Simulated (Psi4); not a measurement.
# One shape, several levels: CH3BF (SMILES C[B]F)

Aim: a comparison of 4 runs (UHF/STO-3G, UB3LYP/6-31G*, U-r2SCAN/def2-SVP, UCCSD/cc-pVDZ) of CH3BF. 

The results are computed with Psi4 1.11.

1 further run of the same task is left out (it didn't finish).

## (1) The system as given

CH3BF has 6 atoms, charge 0, and is taken as a doublet. SMILES: `C[B]F`. The shape is that of a PBE0-D4/def2-TZVP optimisation.

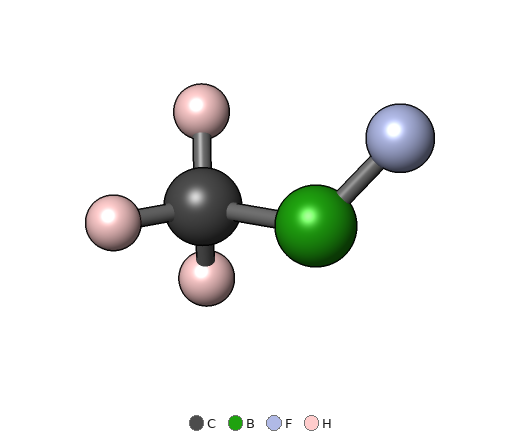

The structure, seen from a chosen angle (carbon dark grey, boron green, fluorine light blue, hydrogen pink).

## (2) Energy and gradient at UHF/STO-3G (run 1)

calc.inp

```
memory 1600 MB

molecule geom {
  0 2
  C
  B 1 r2
  F 2 r3 1 a3
  H 1 r4 2 a4 3 d4
  H 1 r5 4 a5 2 d5
  H 1 r6 4 a6 5 d6

  r2 = 1.55435
  r3 = 1.310692
  a3 = 123.93424
  r4 = 1.094315
  a4 = 109.52388
  d4 = -121.2329
  r5 = 1.094691
  a5 = 109.26393
  d5 = -124.14446
  r6 = 1.094041
  a6 = 105.84629
  d6 = -117.63723
  symmetry c1
  no_reorient
  no_com
}

set {
  basis         STO-3G
  reference     uhf
  puream        true
  e_convergence 1e-09
  d_convergence 1e-08
  scf_type      pk
  maxiter       200
}

energy_value, wavefunction = gradient('scf', return_wfn=True)
```

Command:

```console
$ psi4 -n 1 calc.inp calc.out
```

calc.out:

```text
[...]
  Running in c1 symmetry.
[...]
  Nuclear repulsion =   57.584927489931772
[...]
  Multiplicity = 2
[...]
  Nalpha       = 12
  Nbeta        = 11
[...]
    Number of basis functions: 18
[...]
   @UHF iter   1:  -161.51208853481185   -2.06291e+00   1.06277e-02 DIIS/ADIIS
[...]
   @UHF iter  14:  -161.54365777498717   -2.84217e-13   8.17851e-09 DIIS
[...]
   @S^2 Observed:                7.527823716E-01
[...]
  @UHF Final Energy:  -161.54365777498717
   => Energetics <=
    Nuclear Repulsion Energy =             57.5849274899317720
    One-Electron Energy =                -338.2114110945833545
    Two-Electron Energy =                 119.0828258296644151
    Total Energy =                       -161.5436577749871674
  UHF NO Occupations:
  HONO-2 :   10  A 1.9996695
  HONO-1 :   11  A 1.9990582
[...]
  -Total Gradient:
     Atom            X                  Y                   Z
    ------   -----------------  -----------------  -----------------
       1       -0.000301049791    -0.001610906831     0.020599099925
       2        0.000060968750     0.011207861827    -0.030453892594
       3       -0.000002378725    -0.013466736508     0.011560946182
       4        0.005226697760     0.006538587733    -0.001060782814
       5       -0.000075664474    -0.009347879013     0.000470612924
       6       -0.004908573520     0.006679072792    -0.001115983623
[...]
```

Wall time 2.3 s (1 thread of Intel Xeon Platinum 8259CL at 2.50GHz (Skylake/Cascade Lake), shared host); peak memory 0.18 GiB.

## (3) The energy at UB3LYP/6-31G(d) (Cartesian functions) (run 2)

input.in

```
memory 1600 MB

molecule geom {
  0 2
  C     -0.303700     0.310500    -0.173700
  B      0.287400    -1.067600     0.235500
  F      1.486600    -1.228900     0.739300
  H     -1.223500     0.495700     0.389500
  H      0.393200     1.138600    -0.009600
  H     -0.597900     0.287900    -1.227200
  units angstrom
  symmetry c1
  no_reorient
  no_com
}

set reference uks
set puream false
set e_convergence 1e-09
set d_convergence 1e-08
set scf_type pk
set dft_radial_points 99
set dft_spherical_points 590
set maxiter 200

E, wfn = energy('b3lyp/6-31G*', return_wfn=True)
oeprop(wfn, 'MAYER_INDICES', 'MULLIKEN_CHARGES', 'DIPOLE', title='B3LYP')
```

Command:

```console
$ psi4 -i input.in -o input.out -n 1
```

input.out:

```text
[...]
  Running in c1 symmetry.
[...]
  Nuclear repulsion =   57.584933907497522
[...]
  Multiplicity = 2
[...]
  Nalpha       = 12
  Nbeta        = 11
[...]
    Number of basis functions: 51
[...]
   @UKS iter   1:  -164.39286913313438   -3.47648e-01   1.25229e-02 ADIIS/DIIS
[...]
   @UKS iter  11:  -164.58484731969637   -5.34328e-12   8.65087e-09 DIIS
[...]
   @S^2 Observed:                7.510981817E-01
[...]
  @UKS Final Energy:  -164.58484731969637
   => Energetics <=
    Nuclear Repulsion Energy =             57.5849339074975219
    One-Electron Energy =                -339.3572958368877153
    Two-Electron Energy =                 134.2283967642050300
    DFT Exchange-Correlation Energy =     -17.0408821545112232
    Empirical Dispersion Energy =           0.0000000000000000
    VV10 Nonlocal Energy =                  0.0000000000000000
    Total Energy =                       -164.5848473196963653
[...]
 Multipole Moments:
 ------------------------------------------------------------------------------------
     Multipole            Electronic (a.u.)      Nuclear  (a.u.)        Total (a.u.)
 ------------------------------------------------------------------------------------
 L = 1.  Multiply by 2.5417464519 to convert [e a0] to [Debye]
 Dipole X            :        -22.0782185           21.8565724           -0.2216461
 Dipole Y            :         24.2158273          -23.8349266            0.3809007
 Dipole Z            :        -11.3633874           11.2281857           -0.1352016
 Magnitude           :                                                    0.4609683
[...]
```

Run time: 18 s. Hardware: 1 thread of Intel Xeon Platinum 8259CL at 2.50GHz (Skylake/Cascade Lake), shared host; peak memory 0.69 GiB.

Run 3 isn't shown in full; the table further down has it.

## (4) The energy at UCCSD/cc-pVDZ (run 4)

calc.dat

```
memory 1600 MB

molecule {
  0 2
  C     -0.303700     0.310500    -0.173700
  B      0.287400    -1.067600     0.235500
  F      1.486600    -1.228900     0.739300
  H     -1.223500     0.495700     0.389500
  H      0.393200     1.138600    -0.009600
  H     -0.597900     0.287900    -1.227200
}

set {
  basis               cc-pVDZ
  reference           uhf
  scf_type            pk
  s_orthogonalization canonical
}

result, w = energy("ccsd", return_wfn=True)
print_variables()
```

Command:

```console
$ psi4 calc.dat calc.out -n 1
```

calc.out:

```text
[...]
  Running in c1 symmetry.
[...]
  Nuclear repulsion =   57.584933907497522
[...]
  Multiplicity = 2
[...]
  Nalpha       = 12
  Nbeta        = 11
[...]
    Number of basis functions: 57
[...]
   @UHF iter   1:  -163.66036356026825   -7.72186e-01   6.75323e-03 ADIIS/DIIS
[...]
   @UHF iter  13:  -163.74367098358798   -3.66640e-12   8.02859e-09 DIIS
[...]
   @S^2 Observed:                7.526303031E-01
[...]
  @UHF Final Energy:  -163.74367098358798
   => Energetics <=
    Nuclear Repulsion Energy =             57.5849339074975219
    One-Electron Energy =                -339.0983626589442679
    Two-Electron Energy =                 117.7697577678587493
    Total Energy =                       -163.7436709835879753
  UHF NO Occupations:
  HONO-2 :   10  A 1.9997829
  HONO-1 :   11  A 1.9991715
[...]
 Multipole Moments:
 ------------------------------------------------------------------------------------
     Multipole            Electronic (a.u.)      Nuclear  (a.u.)        Total (a.u.)
 ------------------------------------------------------------------------------------
 L = 1.  Multiply by 2.5417464519 to convert [e a0] to [Debye]
 Dipole X            :          3.1990436           -3.5504683           -0.3514248
 Dipole Y            :         -4.1951008            4.5778217            0.3827208
 Dipole Z            :          1.8064456           -1.9948182           -0.1883726
 Magnitude           :                                                    0.5526833
[...]
      * MP2 total energy                      = -164.142111615840463
[...]
      * CCSD total energy                     = -164.167996288938610
[...]
```

Run time: 19 s. Hardware: 1 thread of Intel Xeon Platinum 8259CL at 2.50GHz (Skylake/Cascade Lake), shared host; peak memory 0.29 GiB.

## (5) The series

```tsv
run	level	task	Cartesian functions	energy (Eh)	dipole moment (D)	HOMO energy (eV)	LUMO energy (eV)	wall time
1	UHF/STO-3G	gradient	no	-161.543658	0.48	-6.81	7.96	2.3 s
2	UB3LYP/6-31G* (Cartesian functions)	energy	yes	-164.584847	1.17	-4.98	-0.84	18 s
3	U-r2SCAN/def2-SVP	energy	no	-164.376455	1.36	-4.65	-1.33	45 s
4	UCCSD/cc-pVDZ	energy	no	-164.167996	–	-9.27	3.19	19 s
```

## (6) What came out

| quantity | value |
| --- | --- |
| run 4: total energy | -164.16800 Eh |
| run 4: HOMO energy (Hartree–Fock orbitals) (highest over α and β) | -9.27 eV |
| run 4: LUMO energy (Hartree–Fock orbitals) (lowest over α and β) | 3.19 eV |
| run 4: correlation energy | -424.3 mEh |
| run 4: ⟨S²⟩ of the reference determinant | 0.753 |
| run 4: T1 diagnostic | 0.018 |

In words: Over runs 1, 2, 3 the dipole moment (its size) runs from 0.48 D (UHF/STO-3G) to 1.36 D (U-r2SCAN/def2-SVP). The two ends differ in method and basis. Totals of different functionals can't be ranked against each other. In run 1 the basis is minimal, so the values are rough. All runs together took 84 s, the longest 45 s.
